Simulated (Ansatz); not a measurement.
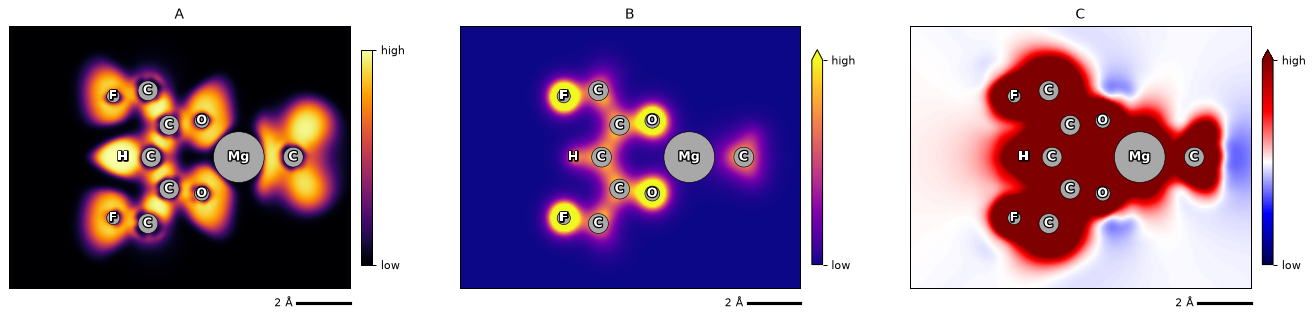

C₆H₄F₆MgO₂ (SMILES [CH3][Mg-]1[O]C(C(F)(F)F)=CC(C(F)(F)F)=[O+]1): 3 fields on the plane of atoms C5, C4 and C9, with unlabelled colour scales. Grey discs cover the atomic cores.

Geometry: PBE0-D4/def2-TZVP.

All numbers below come from RKS PBE0-D4/def2-TZVPP (Ansatz).

```yaml
atoms:
  - { symbol: C, position_ang: [-2.7301, -2.8082, -0.3356] }
  - { symbol: Mg, position_ang: [-1.2933, -1.3286, -0.1640] }
  - { symbol: O, position_ang: [-1.3132, 0.6340, -0.0105] }
  - { symbol: C, position_ang: [-0.3294, 1.4021, 0.0964] }
  - { symbol: C, position_ang: [-0.7101, 2.8888, 0.1993] }
  - { symbol: F, position_ang: [-1.4844, 3.0838, 1.2646] }
  - { symbol: F, position_ang: [0.3535, 3.6835, 0.3106] }
  - { symbol: F, position_ang: [-1.3891, 3.2570, -0.8850] }
  - { symbol: C, position_ang: [1.0179, 1.0499, 0.1299] }
  - { symbol: C, position_ang: [1.4122, -0.2831, 0.0398] }
  - { symbol: C, position_ang: [2.9130, -0.6172, 0.0814] }
  - { symbol: F, position_ang: [3.2661, -1.2491, -1.0359] }
  - { symbol: F, position_ang: [3.1687, -1.4176, 1.1140] }
  - { symbol: F, position_ang: [3.6763, 0.4683, 0.2011] }
  - { symbol: O, position_ang: [0.6730, -1.2879, -0.0754] }
  - { symbol: H, position_ang: [-3.6464, -2.4350, -0.8037] }
  - { symbol: H, position_ang: [-3.0143, -3.2133, 0.6412] }
  - { symbol: H, position_ang: [-2.3779, -3.6513, -0.9381] }
  - { symbol: H, position_ang: [1.7657, 1.8195, 0.2264] }
```

Question: Which field does each panel show? The fields are: electron density, electron localisation function and electrostatic potential.

Answer: Panel A: electron localisation function. Panel B: electron density. Panel C: electrostatic potential (strongly positive close to the atoms, with negative regions outside electron-rich atoms). From the grid: C–O (1.25 Å): the density is about 3 e/Å³ at the midpoint; the ELF peaks at about 0.85 between the atoms; a short, strongly polar bond. C–F (1.33 Å): the density is about 2.4 e/Å³ at the midpoint; the ELF peaks at about 0.85 between the atoms; a shared but strongly polarised pair.
